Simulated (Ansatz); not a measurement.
Consider GaSb in the zinc blende structure (space group F-43m, No. 216; a = 6.134 Å). Axes: x, y, z lie along the cube axes.

It is then changed as follows: the cell is compressed by 0.82 % along y with no lateral relaxation; the atoms relax in the strained cell.

The values are results of Kohn–Sham DFT with the r2SCAN functional, run in Ansatz (a quantum-chemistry and plane-wave program) with PAW and 500 eV plane waves, without spin-orbit coupling, earlier PAW set, not measurements.

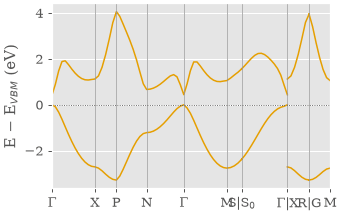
Figure: Highest valence and lowest conduction band along the path of the changed cell's own zone

Problem. From the figure, how large is the changed gap, and is it direct?

Solution. About 0.4 eV, direct at Γ.

Spin-orbit coupling, missing from the scalar runs, can matter with Sb. No phonon test of stability was made. k-point labels follow each cell's own Brillouin zone.
